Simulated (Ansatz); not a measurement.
# What LiSc3 (built on the sites of a database entry of LiAl3) distorts into, part 2 of 3

Wanted: the energy along a soft mode of LiSc3 (built on the sites of a database entry of LiAl3) and the structure at the end.

Ansatz 0.2.0; DFT PBEsol, scalar-relativistic, plane waves, PAW.

So far, highest frequency on the path or at a solved wavevector (cm⁻¹): step 2 (phonons on a q mesh) 320. Also lowest frequency on the path (cm⁻¹): step 2 -127.

The structure was built from a prototype and need not be the compound's stable phase.

## 4. The mode frozen in, largest atomic shift 0.45 Å

The atoms are moved along the unstable eigenvector, the largest shift by 0.45 Å, with the cell fixed.

input.yaml

```yaml
crystal:
  lattice:
    - [4.4755295906, 4.4755295906, 0.0]
    - [4.4755295906, 0.0, 4.4755295906]
    - [4.4755295906, 0.0, -4.4755295906]
  atoms:
    - { symbol: Li, position: [0.0, 0.5, 0.5] }
    - { symbol: Li, position: [0.0, 0.0, 0.0] }
    - { symbol: Sc, position: [0.4289027041, 0.5, 0.5] }
    - { symbol: Sc, position: [0.5710972959, 0.0, 0.0] }
    - { symbol: Sc, position: [0.0, 0.4289027041, 0.0] }
    - { symbol: Sc, position: [0.0, 0.0710972959, 0.5] }
    - { symbol: Sc, position: [0.4289027041, 0.5710972959, 0.0] }
    - { symbol: Sc, position: [0.5710972959, -0.0710972959, 0.5] }
kpoints:
  mp_grid: { grid: [8, 8, 8] }
hamiltonian:
  xc: pbesol
scf:
  occupations: { method: methfessel_paxton, width: 0.2 }
output:
  forces: true
  stress: true
  eigenvalues: true
```

On the command line:

```sh
$ ansatz run input.yaml --threads 4 --pin off --max-ram 14336MiB --backend cpu --events-out ev --progress --plain --runs-dir out
```

Numbers of over 12 decimals in the logs are rounded to 6 here.

Output:

```text
[...]
Crystal: 8 atoms, lattice volume = 179.293 Å³
Basis set: ecut = 420 eV, 3479 PW (Γ), exchange–correlation on 90×90×90 points (8 copies of the dense FFT grid, shifted against one another)
Bands: 44, of which v1, the nominal top of the filled ones, is band 36 counted from 1 (35 counted from 0)
Symmetry: 12 space group operations
[...]
k-points: 65 of 512
[...]
k-point 0: bands = [... 32 lower, 7.4259, 7.4259, 7.4679, 7.4679, 7.7613, 8.1355, 8.2155, 8.2473, ... 4 higher]
  k-point 1: bands = [... 32 lower, 7.4062, 7.4062, 7.5519, 7.5519, 7.7149, 8.0219, 8.1988, 8.4611, ... 4 higher]
  k-point 2: bands = [... 32 lower, 7.3126, 7.3126, 7.5736, 7.7829, 7.7829, 7.8312, 8.3300, 8.5388, ... 4 higher]
  k-point 64: bands = [... 32 lower, 7.1043, 7.4239, 7.5877, 7.7608, 8.1788, 8.3156, 8.3193, 8.4023, ... 4 higher]
[key lines of the parts left out:]
SCF converged after 6 iterations
Free energy (F): -13072.981308 eV
Fermi energy:    7.809458 eV
P = ⅓ Tr σ = -1.4600 GPa (-14.600 kbar)
```

It took 6 s on 4 threads of Arm Neoverse V2, shared host; peak memory 0.77 GiB; 23 s of CPU time.

Numbers from this step:

```yaml
pressure: -1.460 GPa
energy_from_the_undistorted_cell: -81.24 meV/atom
```

The energy, extrapolated to zero smearing, is -81.24 meV/atom against the undistorted cell.

The run ends at a pressure of -1.46 GPa, with forces up to 0.078 eV/Å.

## 5. Energy along the mode, all amplitudes (two of the runs are shown above)

An imaginary frequency means negative curvature, so the energy should fall and then rise again as anharmonic terms take over.

Numbers from this step:

| Item | Value |
| --- | --- |
| depth at the lowest point sampled | 81.24 meV/atom |
| largest atomic shift at that point | 0.45 Å |

The energy from the parent by largest atomic shift:

```
largest atomic shift (Å)  energy from the parent (meV/atom)
                   0.000                                  0
                   0.040                              -1.70
                   0.080                              -6.52
                   0.140                              -18.0
                   0.220                              -37.2
                   0.320                              -61.4
                   0.450                              -81.2
                   0.600                              -66.3
```

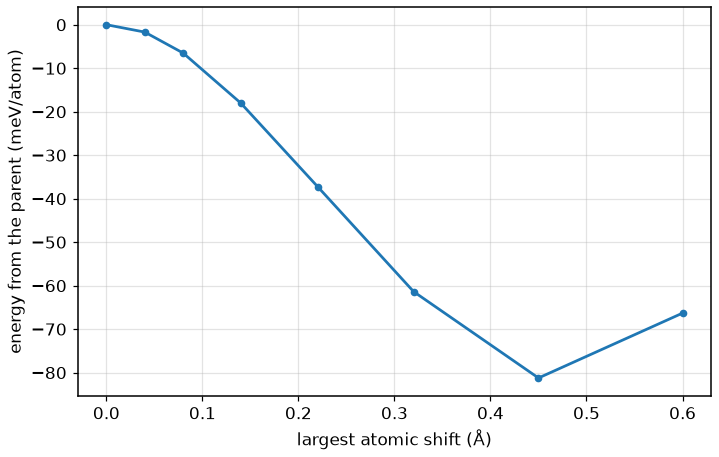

Energy from the parent against largest atomic shift.

Displacement at unit largest shift by atom:

```
atom   x (Å)   y (Å)   z (Å)   size
 Li1   0.000   0.000   0.000  0.000
 Li2   0.000   0.000   0.000  0.000
 Sc3  -0.707  -0.707   0.000  1.000
 Sc4   0.707   0.707   0.000  1.000
 Sc5  -0.707   0.000  -0.707  1.000
 Sc6   0.707   0.000   0.707  1.000
 Sc7   0.000  -0.707   0.707  1.000
 Sc8   0.000   0.707  -0.707  1.000
```

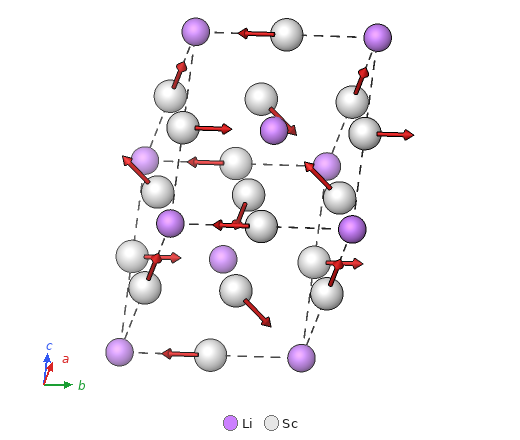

Displacement at unit largest shift as arrows, the longest 1.000 Å. Some periodic images of atoms are drawn too.

The lowest of the steps tried is at 0.45 Å, 81.2 meV/atom below the parent; the bottom of the well need not coincide with a step.

## 6. Relaxing from the distorted cell

Starting from the lowest point found, all atoms and the cell are let go, so that strain and other modes of the same symmetry can join in.

Edit input.yaml of step 4 so:

```diff
@@ -24 +24,6 @@
   eigenvalues: true
+relax:
+  adjacent_minimum: "off"
+  f_tol: 0.002
+  max_steps: 120
+  cell: { stress_tol: 0.03 }
```

Output:

```text
[...]
Crystal: 8 atoms, lattice volume = 179.293 Å³
Basis set: ecut = 420 eV, 3479 PW (Γ), exchange–correlation on 90×90×90 points (8 copies of the dense FFT grid, shifted against one another)
Bands: 44, of which v1, the nominal top of the filled ones, is band 36 counted from 1 (35 counted from 0)
Symmetry: 12 space group operations
[...]
k-points: 65 of 512
[...]
SCF iter   1: F=—  HF=-13073.025449 eV  |F-HF|=—  |Δ(HF+E_count)|=         —  Δρ=7.04e-3  dr2=1.44e-1  ethr=1.77e-3  ⟨swp⟩=7.4  Hψ=12889  notcnv=0
[...]
SCF iter   6: F=-13072.981308 eV  HF=-13072.981308 eV  |F-HF|=1.74e-8  |Δ(HF+E_count)|=   1.25e-7  S|Δr|=    0.00e0  Δρ=6.10e-6  dr2=8.08e-8  ethr=1.39e-10  ⟨swp⟩=7.5  Hψ=10701  notcnv=0
SCF 1 converged in 6 iterations: F = -13072.981308 eV  dr2 = 8.08e-8
[...]
relax step   1: F+E_penalty+E_count = -13072.98130789 eV  Δ(F+E_penalty+E_count) = +0.000e0 eV  max|allowed force component| = 5.514e-2 eV/Å  Δτ_max = 0.0000 Å  P = -1.460 GPa  Ω = 179.293 Å³  (6 SCF iters, dr2 threshold 1.00e-7 eV, accepted)
Crystal: 8 atoms, lattice volume = 169.939 Å³
Basis set: ecut = 420 eV, 3347 PW (Γ), exchange–correlation on 90×90×90 points (8 copies of the dense FFT grid, shifted against one another)
[...]
SCF iter   5: F=-13073.016998 eV  HF=-13073.016998 eV  |F-HF|=4.63e-8  |Δ(HF+E_count)|=   5.49e-7  S|Δr|=    0.00e0  Δρ=1.01e-5  dr2=1.68e-7  ethr=1.11e-9  ⟨swp⟩=7.0  Hψ=11082  notcnv=0
SCF 2 converged in 5 iterations: F = -13073.016998 eV  dr2 = 1.68e-7
relax step   2: F+E_penalty+E_count = -13073.01699757 eV  Δ(F+E_penalty+E_count) = -3.569e-2 eV  max|allowed force component| = 8.911e-3 eV/Å  Δτ_max = 0.0494 Å  P = +0.933 GPa  Ω = 169.939 Å³  energy of the carried Pulay correction = +6.060e-4 eV  (5 SCF iters, dr2 threshold 8.00e-7 eV, accepted)
Crystal: 8 atoms, lattice volume = 173.479 Å³
Basis set: ecut = 420 eV, 3431 PW (Γ), exchange–correlation on 90×90×90 points (8 copies of the dense FFT grid, shifted against one another)
[...]
SCF iter   4: F=-13073.030470 eV  HF=-13073.030470 eV  |F-HF|=1.66e-8  |Δ(HF+E_count)|=   2.69e-7  S|Δr|=    0.00e0  Δρ=1.03e-5  dr2=1.92e-7  ethr=1.11e-9  ⟨swp⟩=6.0  Hψ=10443  notcnv=0
SCF 3 converged in 4 iterations: F = -13073.030470 eV  dr2 = 1.92e-7
relax step   3: F+E_penalty+E_count = -13073.03047001 eV  Δ(F+E_penalty+E_count) = -1.347e-2 eV  max|allowed force component| = 5.613e-3 eV/Å  Δτ_max = 0.0015 Å  P = -0.125 GPa  Ω = 173.479 Å³  energy of the carried Pulay correction = +3.707e-4 eV  (4 SCF iters, dr2 threshold 8.00e-7 eV, accepted)
[...]
relax step   4: F+E_penalty+E_count = -13073.03070817 eV  Δ(F+E_penalty+E_count) = -2.382e-4 eV  max|allowed force component| = 1.826e-3 eV/Å  Δτ_max = 0.0033 Å  P = -0.000 GPa  Ω = 173.069 Å³  energy of the carried Pulay correction = +3.976e-4 eV  (4 SCF iters, dr2 threshold 3.89e-8 eV, accepted)
[...]
SCF iter   5: F=-13073.030290 eV  HF=-13073.030290 eV  |F-HF|=5.46e-12  |Δ(HF+E_count)|=  9.09e-12  S|Δr|=    0.00e0  Δρ=5.09e-8  dr2=6.35e-12  ethr=1.00e-12  ⟨swp⟩=5.0  Hψ=10865  notcnv=0
SCF 5 converged in 5 iterations: F = -13073.030290 eV  dr2 = 6.35e-12
relax step   5: F+E_penalty+E_count = -13073.03028997 eV  Δ(F+E_penalty+E_count) = +4.182e-4 eV  max|allowed force component| = 1.838e-3 eV/Å  Δτ_max = 0.0000 Å  P = +0.000 GPa  Ω = 173.069 Å³  stress off target by 3.18e-3 GPa  SCF on the basis re-selected at this cell (its energy is not comparable with the rows above)  (5 SCF iters)
basis re-selected at this cell: Δ(F+E_penalty+E_count) = +4.182e-4 eV, ΔP = +0.000 GPa vs the last step (what re-selecting the basis moved, of the pressure what is left beyond the Pulay correction that the steps carried, after the strain that the cell walked since its last selection, with what the two solves' SCF thresholds leave and, on support functions, any second-order correction that the steps lacked; it is no m [...]
SCF converged after 5 iterations
[...]
Free energy (F): -13073.030290 eV
[...]
Internal energy: -13073.053978 eV  (E = F + TS)
E sigma→0 (E₀):  -13073.036212 eV
Entropy (-TS):   0.023688 eV (2.961 meV/atom)
Fermi energy:    8.158801 eV
[...]
--- Forces (eV/Å), atoms counted from 1 ---
  atom   1  Li    -0.00000000     0.00000000     0.00000000
  atom   2  Li     0.00000000    -0.00000000    -0.00000000
  atom   3  Sc    -0.00183848    -0.00183848     0.00000000
  atom   4  Sc     0.00183848     0.00183848    -0.00000000
  atom   5  Sc    -0.00183848    -0.00000000    -0.00183848
  atom   6  Sc     0.00183848     0.00000000     0.00183848
  atom   7  Sc     0.00000000    -0.00183848     0.00183848
  atom   8  Sc    -0.00000000     0.00183848    -0.00183848
  max |Σ_I F_I| component: 9.18e-18 eV/Å
--- Stress (GPa, compression-positive) ---
        0.000320       0.001748       0.001748
        0.001748       0.000320      -0.001748
        0.001748      -0.001748       0.000320
  P = ⅓ Tr σ = 0.0003 GPa (0.003 kbar)
--- Band table (eV; the first three rows and the last of 65) ---
  k-point 0: bands = [... 32 lower, 7.7423, 7.7423, 7.8288, 7.8288, 8.0574, 8.4700, 8.6652, 8.7311, ... 4 higher]
  k-point 1: bands = [... 32 lower, 7.7592, 7.7592, 7.8939, 7.8939, 8.0149, 8.3489, 8.7065, 8.8795, ... 4 higher]
  k-point 2: bands = [... 32 lower, 7.6581, 7.6581, 7.8863, 8.1540, 8.1540, 8.1701, 8.8049, 8.9600, ... 4 higher]
  k-point 64: bands = [... 32 lower, 7.4524, 7.7235, 7.9079, 8.0983, 8.5234, 8.6752, 8.7551, 8.8436, ... 4 higher]
--- Relaxed structure (4 steps of the walk, 4 accepted, 1 SCFs on fresh bases) ---
  F+E_penalty+E_count = -13073.03028997 eV   max|allowed force component| = 1.838e-3 eV/Å   (the final SCF, on the basis selected at the relaxed cell)
  cell:  # Å, volume = 173.0687 Å³
    - [4.449462, 4.449462, 1.3877787807814457e-17]
    - [4.449462, 1.3877787807814457e-17, 4.449462]
    - [4.397106, 0.052357, -4.397106]
  atoms:
    - { symbol: Li, position: [2.778268066994105e-19, 0.5, 0.5] }
    - { symbol: Li, position: [-1.9380091683677746e-19, 1.9077277751120046e-19, 0] }
    - { symbol: Sc, position: [0.421848, 0.500000, 0.500000] }
    - { symbol: Sc, position: [0.578152, 8.066086340363177e-19, -8.260488893230113e-19] }
    - { symbol: Sc, position: [4.336808689942018e-19, 0.421848, 0.0] }
    - { symbol: Sc, position: [-1.3010426069826053e-18, 0.078152, 0.500000] }
    - { symbol: Sc, position: [0.421848, 0.578152, -5.551115123125783e-17] }
    - { symbol: Sc, position: [0.578152, -0.078152, 0.500000] }
```

It took 33 s on 4 threads; peak memory 0.82 GiB.

Relaxation path:

```
step  energy less that of the first step (eV)  largest force component (eV/Å)  pressure (GPa)  volume (Å³)
   1                                   0.0000                          0.0551           -1.46       179.29
   2                                  -0.0357                          0.0089            0.93       169.94
   3                                  -0.0492                          0.0056           -0.12       173.48
   4                                  -0.0494                          0.0018            0.00       173.07
  5*                                  -0.0490                          0.0018            0.00       173.07
```

Relaxation steps marked * repeat the geometry before them on a plane-wave basis chosen anew for their cell, so energy and pressure can jump there.

Forces are held to the 12 operations that the run works with; a distortion that breaks them can't arise in this run.

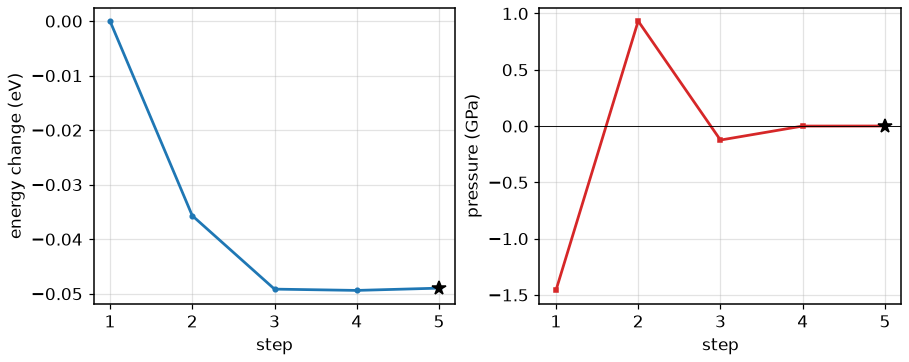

Energy and pressure along the relaxation. Stars mark steps on a basis chosen anew.

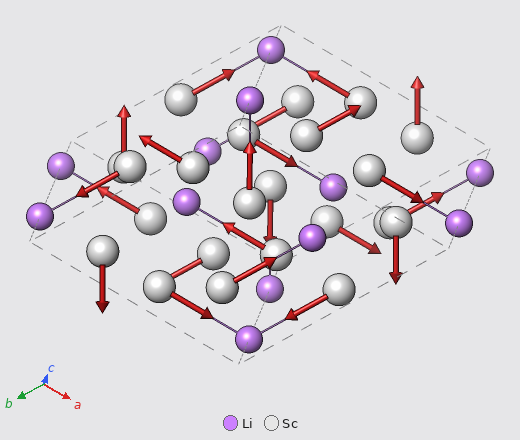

Displacements in the relaxation, exaggerated, measured against the changing cell; the longest in the cell stands for 0.04 Å. Bonds to atoms that aren't drawn are left out. Some periodic images of atoms are drawn too.

```
conventional cell, symmetrised  before   after  change
                         a (Å)   6.329   6.292  -0.6 %
                         b (Å)   6.329   6.292  -0.6 %
                         c (Å)  15.504  15.141  -2.3 %
              volume (Å³/atom)   22.41   21.63  -3.5 %
```

The atoms that moved most (Å, as changes of fractional coordinates times the final cell):

```
atom      dx      dy      dz  length
 Sc4   0.031   0.031   0.000   0.044
 Sc8   0.000   0.031  -0.031   0.044
 Sc6   0.031   0.000   0.031   0.044
 Sc5  -0.031   0.000  -0.031   0.044
 Sc7   0.000  -0.031   0.031   0.044
 Sc3  -0.031  -0.031   0.000   0.044
```

Numbers from this step:

```
pressure        : 3.20e-4 GPa
volume per atom : 21.63 Å³
```

The distorted start has space group R-3c; the relaxation ends in R-3c.

## 7. The new phase in its own primitive cell

The relaxed structure is symmetrised, reduced to its primitive cell and relaxed tightly, as its phonons need.

input.yaml

```yaml
crystal:
  lattice:
    - [3.1462450292, 1.8164854145, 5.0471118423]
    - [-3.1462450292, 1.8164854145, 5.0471118423]
    - [0.0, -3.6329708291, 5.0471118423]
  atoms:
    - { symbol: Li, position: [0.25, 0.25, 0.25] }
    - { symbol: Li, position: [0.75, 0.75, 0.75] }
    - { symbol: Sc, position: [0.6718479267, 0.25, 0.8281520733] }
    - { symbol: Sc, position: [0.3281520733, 0.75, 0.1718479267] }
    - { symbol: Sc, position: [0.1718479267, 0.3281520733, 0.75] }
    - { symbol: Sc, position: [0.8281520733, 0.6718479267, 0.25] }
    - { symbol: Sc, position: [0.75, 0.1718479267, 0.3281520733] }
    - { symbol: Sc, position: [0.25, 0.8281520733, 0.6718479267] }
kpoints:
  mp_grid: { grid: [9, 9, 9] }
hamiltonian:
  xc: pbesol
scf:
  occupations: { method: methfessel_paxton, width: 0.2 }
output:
  forces: true
  stress: true
  eigenvalues: true
relax:
  adjacent_minimum: "off"
  f_tol: 0.001
  max_steps: 60
  cell: { stress_tol: 0.01 }
```

Output:

```text
[...]
Crystal: 8 atoms, lattice volume = 173.069 Å³
Basis set: ecut = 420 eV, 3431 PW (Γ), exchange–correlation on 90×90×90 points (8 copies of the dense FFT grid, shifted against one another)
Bands: 44, of which v1, the nominal top of the filled ones, is band 36 counted from 1 (35 counted from 0)
Symmetry: 12 space group operations
[...]
k-points: 85 of 729
[...]
atoms:
    - { symbol: Li, position: [0.250000, 0.250000, 0.25] }
    - { symbol: Li, position: [0.750000, 0.750000, 0.750000] }
    - { symbol: Sc, position: [0.671694, 0.250000, 0.828306] }
    - { symbol: Sc, position: [0.328306, 0.750000, 0.171694] }
    - { symbol: Sc, position: [0.171694, 0.328306, 0.750000] }
    - { symbol: Sc, position: [0.828306, 0.671694, 0.25] }
    - { symbol: Sc, position: [0.75, 0.171694, 0.328306] }
    - { symbol: Sc, position: [0.250000, 0.828306, 0.671694] }
[key lines of the parts left out:]
SCF converged after 4 iterations
Free energy (F): -13073.030318 eV
Fermi energy:    8.159092 eV
P = ⅓ Tr σ = -0.0020 GPa (-0.020 kbar)
```

Elapsed: 33 s, on 4 threads; peak memory 0.88 GiB; 2.2 min of CPU time.

Little changed from the start: no atom moved by 0.005 Å and no cell edge by 0.1 %.

This step gave:

| Quantity | Value |
| --- | --- |
| pressure | -0.002046 GPa |

The largest force component left is 0.31 meV/Å and the pressure is -0.002 GPa, within the tolerances set. The cell now holds 21.63 Å³/atom.

(Part 2 of 3 ends here.)

[Logs are printed without paths, hosts, clocks, repeated set-up lines and the standing remarks that a program may print on its own settings, such as how far it seeks lower states.]

[Hosts, paths, dates, database ids (printed as entryN), source tags and the programs' standing remarks are cut or masked in the printed files.]
